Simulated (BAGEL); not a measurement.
# C5H11Cl (1-chloro-3-methylbutane) at 3 levels

We compute a comparison of 3 runs (B3LYP/6-31G*, PBE0/6-31G*, RI-MP2/6-31G*) of C5H11Cl (1-chloro-3-methylbutane). 

Program for the calculation: BAGEL 1.2.2.

3 further runs of the same task are left out: 2 that didn't finish, 1 set aside as unsound or not needed. Runs told in other sessions of the task aren't counted.

## 1. The molecule

C5H11Cl: 17 atoms, total charge 0, spin state singlet. As SMILES, `CC(C)CCCl`. The coordinates come from a PBE0-D4/def2-TZVP relaxation. This is one conformer, not always the lowest.

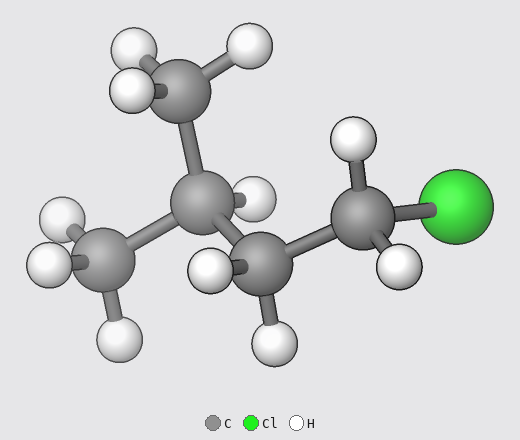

Viewed from a chosen angle; carbon grey, chlorine green, hydrogen white.

## 2. The energy at B3LYP/6-31G(d) (density fitting with cc-pvqz-jkfit, spherical functions) (run 1)

File input.json:

```json
{ "bagel": [

{
  "title": "molecule",
  "basis": "6-31gs.json",
  "df_basis": "cc-pvqz-jkfit",
  "angstrom": true,
  "geometry": [
    { "atom": "C", "xyz": [      -0.896880,      -1.705110,      -0.179170 ] },
    { "atom": "C", "xyz": [      -0.307580,      -0.397520,       0.328420 ] },
    { "atom": "C", "xyz": [       1.055590,      -0.627420,       0.963920 ] },
    { "atom": "C", "xyz": [      -0.252460,       0.619050,      -0.807720 ] },
    { "atom": "C", "xyz": [       0.283370,       1.984940,      -0.448640 ] },
    { "atom": "Cl", "xyz": [      -0.706660,       2.796130,       0.802670 ] },
    { "atom": "H", "xyz": [      -1.886120,      -1.552830,      -0.618660 ] },
    { "atom": "H", "xyz": [      -0.255810,      -2.150630,      -0.947000 ] },
    { "atom": "H", "xyz": [      -0.997900,      -2.432310,       0.630000 ] },
    { "atom": "H", "xyz": [      -0.977790,       0.003770,       1.096990 ] },
    { "atom": "H", "xyz": [       1.782580,      -0.968650,       0.219060 ] },
    { "atom": "H", "xyz": [       0.995070,      -1.393480,       1.740590 ] },
    { "atom": "H", "xyz": [       1.449030,       0.277500,       1.432190 ] },
    { "atom": "H", "xyz": [       0.391220,       0.226790,      -1.607510 ] },
    { "atom": "H", "xyz": [      -1.251510,       0.733600,      -1.240160 ] },
    { "atom": "H", "xyz": [       0.279160,       2.647430,      -1.313130 ] },
    { "atom": "H", "xyz": [       1.296680,       1.938760,      -0.051870 ] }
  ]
},

{
  "title": "ks",
  "xc_func": "b3lyp"
},

{
  "title": "print",
  "file": "orbitals.molden",
  "orbitals": true
}

]}
```

The basis set 6-31G* is read from a file made from the Basis Set Exchange's data (not shown).

Command:

```sh
$ BAGEL_NUM_THREADS=1 BAGEL input.json > input.out
```

The program printed:

```text
* using 1 threads per process

  ===============================================================
  ===============================================================

  *** Geometry ***

  { "atom" : "C", "xyz" : [     -1.694858,     -3.222191,     -0.338582 ] },
  { "atom" : "C", "xyz" : [     -0.581242,     -0.751204,      0.620624 ] },
  { "atom" : "C", "xyz" : [      1.994776,     -1.185652,      1.821545 ] },
  { "atom" : "C", "xyz" : [     -0.477080,      1.169835,     -1.526370 ] },
  { "atom" : "C", "xyz" : [      0.535492,      3.750993,     -0.847807 ] },
  { "atom" : "Cl", "xyz" : [     -1.335394,      5.283920,      1.516826 ] },
[... 9 lines of this table left out ...]
  { "atom" : "H", "xyz" : [      0.527536,      5.002918,     -2.481456 ] },
  { "atom" : "H", "xyz" : [      2.450370,      3.663725,     -0.098020 ] },

  Number of auxiliary basis functions:     1239

  Since a DF basis is specified, we compute 2- and 3-index integrals:
    o Being stored without compression. Storage requirement is 0.120 GB

  Number of basis functions:      110
  Number of electrons      :       58

    * METHOD: MOLECULE                             2.25

  *** Kohn-Sham DFT ***

    * Removing 37403 points whose weight is below 1.00e-10
    * Grid points: 215999

  === Nuclear Repulsion ===
   304.7554113638

       - DIIS with orbital gradients will be used.

  === KS iteration (b3lyp / 6-31gs.json) ===
      0       -567.70531637          0.12415947           1.29
      1       -406.33106981          0.18714520           1.27
      2       -420.56817103          0.20474688           1.28
      3       -610.44759806          0.15359003           1.27
      4       -648.32041969          0.08334834           1.28
      5       -630.53714242          0.10422044           1.27
[... 13 lines of this table left out ...]
     19       -657.35892740          0.00000002           1.26
     20       -657.35892740          0.00000001           1.25
    * SCF iteration converged.

    * Permanent dipole moment:
           (   -0.377811,     0.472307,     0.512933) a.u.

    * METHOD: KS                                  28.96

    * METHOD: PRINT                                0.02

  ===============================================================
```

Run time: 32 s. Hardware: 1 thread of Arm Neoverse V2, shared host; peak memory 1.1 GiB.

## 3. A single-point energy at PBE0/6-31G(d) (density fitting with cc-pvqz-jkfit, spherical functions) (run 2)

File job.json:

```json
{ "bagel": [

{
  "title": "molecule",
  "basis": "6-31gs.json",
  "df_basis": "cc-pvqz-jkfit",
  "angstrom": true,
  "geometry": [
    { "atom": "C", "xyz": [      -0.896880,      -1.705110,      -0.179170 ] },
    { "atom": "C", "xyz": [      -0.307580,      -0.397520,       0.328420 ] },
    { "atom": "C", "xyz": [       1.055590,      -0.627420,       0.963920 ] },
    { "atom": "C", "xyz": [      -0.252460,       0.619050,      -0.807720 ] },
    { "atom": "C", "xyz": [       0.283370,       1.984940,      -0.448640 ] },
    { "atom": "Cl", "xyz": [      -0.706660,       2.796130,       0.802670 ] },
    { "atom": "H", "xyz": [      -1.886120,      -1.552830,      -0.618660 ] },
    { "atom": "H", "xyz": [      -0.255810,      -2.150630,      -0.947000 ] },
    { "atom": "H", "xyz": [      -0.997900,      -2.432310,       0.630000 ] },
    { "atom": "H", "xyz": [      -0.977790,       0.003770,       1.096990 ] },
    { "atom": "H", "xyz": [       1.782580,      -0.968650,       0.219060 ] },
    { "atom": "H", "xyz": [       0.995070,      -1.393480,       1.740590 ] },
    { "atom": "H", "xyz": [       1.449030,       0.277500,       1.432190 ] },
    { "atom": "H", "xyz": [       0.391220,       0.226790,      -1.607510 ] },
    { "atom": "H", "xyz": [      -1.251510,       0.733600,      -1.240160 ] },
    { "atom": "H", "xyz": [       0.279160,       2.647430,      -1.313130 ] },
    { "atom": "H", "xyz": [       1.296680,       1.938760,      -0.051870 ] }
  ]
},

{
  "title": "ks",
  "xc_func": "pbe0"
},

{
  "title": "print",
  "file": "orbitals.molden",
  "orbitals": true
}

]}
```

The basis set 6-31G* is read from a file made from the Basis Set Exchange's data (not shown).

Command:

```sh
$ BAGEL_NUM_THREADS=1 BAGEL job.json > job.out
```

The program printed:

```text
* using 1 threads per process

  ===============================================================
  ===============================================================

  *** Geometry ***

  { "atom" : "C", "xyz" : [     -1.694858,     -3.222191,     -0.338582 ] },
  { "atom" : "C", "xyz" : [     -0.581242,     -0.751204,      0.620624 ] },
  { "atom" : "C", "xyz" : [      1.994776,     -1.185652,      1.821545 ] },
  { "atom" : "C", "xyz" : [     -0.477080,      1.169835,     -1.526370 ] },
  { "atom" : "C", "xyz" : [      0.535492,      3.750993,     -0.847807 ] },
  { "atom" : "Cl", "xyz" : [     -1.335394,      5.283920,      1.516826 ] },
[... 9 lines of this table left out ...]
  { "atom" : "H", "xyz" : [      0.527536,      5.002918,     -2.481456 ] },
  { "atom" : "H", "xyz" : [      2.450370,      3.663725,     -0.098020 ] },

  Number of auxiliary basis functions:     1239

  Since a DF basis is specified, we compute 2- and 3-index integrals:
    o Being stored without compression. Storage requirement is 0.120 GB

  Number of basis functions:      110
  Number of electrons      :       58

    * METHOD: MOLECULE                             2.27

  *** Kohn-Sham DFT ***

    * Removing 37403 points whose weight is below 1.00e-10
    * Grid points: 215999

  === Nuclear Repulsion ===
   304.7554113638

       - DIIS with orbital gradients will be used.

  === KS iteration (pbe0 / 6-31gs.json) ===
      0       -567.39700294          0.12376296           1.30
      1       -409.82336104          0.17450669           1.26
      2       -422.56586580          0.20392996           1.27
      3       -609.60264674          0.14634683           1.27
      4       -647.27760535          0.08308044           1.24
      5       -634.52816567          0.11639149           1.24
[... 11 lines of this table left out ...]
     17       -656.94697400          0.00000003           1.27
     18       -656.94697400          0.00000001           1.29
    * SCF iteration converged.

    * Permanent dipole moment:
           (   -0.383031,     0.488886,     0.524778) a.u.

    * METHOD: KS                                  26.08

    * METHOD: PRINT                                0.02

  ===============================================================
```

Run time: 29 s. Hardware: 1 thread of Arm Neoverse V2, shared host; peak memory 1.1 GiB.

## 4. A single-point energy at RI-MP2/6-31G(d) (density fitting with cc-pvqz-jkfit, spherical functions) (run 3)

File input.json:

```json
{ "bagel" : [

{
  "title" : "molecule",
  "basis" : "6-31gs.json",
  "df_basis" : "cc-pvqz-jkfit",
  "angstrom" : true,
  "geometry" : [
    { "atom" : "C", "xyz" : [      -0.896880,      -1.705110,      -0.179170 ] },
    { "atom" : "C", "xyz" : [      -0.307580,      -0.397520,       0.328420 ] },
    { "atom" : "C", "xyz" : [       1.055590,      -0.627420,       0.963920 ] },
    { "atom" : "C", "xyz" : [      -0.252460,       0.619050,      -0.807720 ] },
    { "atom" : "C", "xyz" : [       0.283370,       1.984940,      -0.448640 ] },
    { "atom" : "Cl", "xyz" : [      -0.706660,       2.796130,       0.802670 ] },
    { "atom" : "H", "xyz" : [      -1.886120,      -1.552830,      -0.618660 ] },
    { "atom" : "H", "xyz" : [      -0.255810,      -2.150630,      -0.947000 ] },
    { "atom" : "H", "xyz" : [      -0.997900,      -2.432310,       0.630000 ] },
    { "atom" : "H", "xyz" : [      -0.977790,       0.003770,       1.096990 ] },
    { "atom" : "H", "xyz" : [       1.782580,      -0.968650,       0.219060 ] },
    { "atom" : "H", "xyz" : [       0.995070,      -1.393480,       1.740590 ] },
    { "atom" : "H", "xyz" : [       1.449030,       0.277500,       1.432190 ] },
    { "atom" : "H", "xyz" : [       0.391220,       0.226790,      -1.607510 ] },
    { "atom" : "H", "xyz" : [      -1.251510,       0.733600,      -1.240160 ] },
    { "atom" : "H", "xyz" : [       0.279160,       2.647430,      -1.313130 ] },
    { "atom" : "H", "xyz" : [       1.296680,       1.938760,      -0.051870 ] }
  ]
},

{ "title" : "hf" },

{ "title" : "mp2", "ncore" : 10 }

]}
```

The basis set 6-31G* is read from a file made from the Basis Set Exchange's data (not shown).

Command:

```sh
$ BAGEL_NUM_THREADS=1 BAGEL input.json > input.out
```

The program printed:

```text
* using 1 threads per process

  ===============================================================
  ===============================================================

  *** Geometry ***

  { "atom" : "C", "xyz" : [     -1.694858,     -3.222191,     -0.338582 ] },
  { "atom" : "C", "xyz" : [     -0.581242,     -0.751204,      0.620624 ] },
  { "atom" : "C", "xyz" : [      1.994776,     -1.185652,      1.821545 ] },
[... 13 lines of this table left out ...]
  { "atom" : "H", "xyz" : [      2.450370,      3.663725,     -0.098020 ] },

  Number of auxiliary basis functions:     1239

  Since a DF basis is specified, we compute 2- and 3-index integrals:
    o Being stored without compression. Storage requirement is 0.120 GB

  Number of basis functions:      110
  Number of electrons      :       58

    * METHOD: MOLECULE                             2.30

  *** RHF ***

  === Nuclear Repulsion ===
   304.7554113638

      * DIIS with orbital gradients will be used.

  === RHF iteration (6-31gs.json) ===
      0       -655.08104459          0.01187114           0.48
      1       -655.21387028          0.00389161           0.49
      2       -655.22858513          0.00143658           0.47
[... 8 lines of this table left out ...]
     11       -655.23056456          0.00000001           0.46
    * SCF iteration converged.

    * Permanent dipole moment:
           (   -0.415587,     0.515170,     0.568568) a.u.

    * METHOD: HF                                   6.44

  *** RHF ***

  === Nuclear Repulsion ===
   304.7554113638

      * DIIS with orbital gradients will be used.

  === RHF iteration (6-31gs.json) ===
      0       -655.23056456          0.00000000           0.47
    * SCF iteration converged.

    * Permanent dipole moment:
           (   -0.415587,     0.515169,     0.568568) a.u.

  === DF-MP2 calculation ===

    * freezing 10 orbitals
    * 3-index integral transformation done
    * assembly done

      MP2 correlation energy:   -0.7826426974      0.33

      MP2 total energy:       -656.0132072583

    * METHOD: MP2                                  1.32

  ===============================================================
```

Wall time 11 s (1 thread of Arm Neoverse V2, shared host); peak memory 0.39 GiB.

## 5. Overview of the runs

| run | level | frozen core orbitals | energy (Eh) | dipole moment (D) | HOMO energy (eV) | LUMO energy (eV) | wall time |
| --- | --- | --- | --- | --- | --- | --- | --- |
| 1 | B3LYP/6-31G* (density fitting with cc-pvqz-jkfit, spherical functions) | – | -657.358927 | 2.02 | -7.84 | 1.12 | 32 s |
| 2 | PBE0/6-31G* (density fitting with cc-pvqz-jkfit, spherical functions) | – | -656.946974 | 2.07 | -8.14 | 1.36 | 29 s |
| 3 | RI-MP2/6-31G* (density fitting with cc-pvqz-jkfit, spherical functions) | 10 | -656.013207 | – | – | – | 11 s |

## 6. Outcome

```
                                           quantity          value
                                run 3: total energy  -656.01321 Eh
run 3: correlation energy (10 core orbitals frozen)     -782.6 mEh
```

What this shows: Totals of different functionals can't be ranked against each other. All runs together took 71 s, the longest 32 s.
